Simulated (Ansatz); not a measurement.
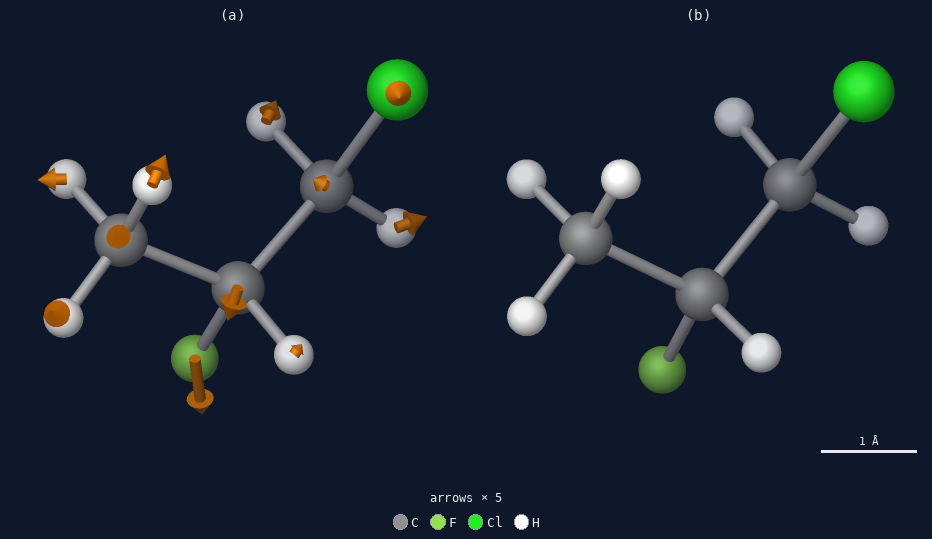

The structure of C3H6ClF before (left) and after (right) a relaxation, at one scale. The orange arrows give the displacements, magnified 5 times.

Style: ball-and-stick. Shown at a tilt.

The run prepares the start of a later molecular dynamics calculation, from a guessed geometry.

Method: UKS PBE-D4/STO-3G in Ansatz. Settings: collinear spin; force threshold 0.02 eV/Å; at most 40 steps.

### Summarise the run.

The energy falls by 74.9 kJ/mol in 4 geometry steps. The largest force component goes from 4.3 to 0.016 eV/Å. The F atom moves most after the best rigid fit: 0.17 Å. By element the largest moves are F 0.17 Å, H 0.10 Å, C 0.09 Å, Cl 0.07 Å. Among the contacts that change: C–H 1.024 → 1.112 Å, C–C 1.493 → 1.570 Å, C–F 1.339 → 1.414 Å, C–H 1.057 → 1.105 Å. Among the angles between lasting bonds that change: C–C–F 104.5° → 111.6°, C–C–C 116.7° → 111.2°, F–C–H 106.0° → 110.3°.

Limits of the set-up: STO-3G is a minimal basis, so the numbers are rough.
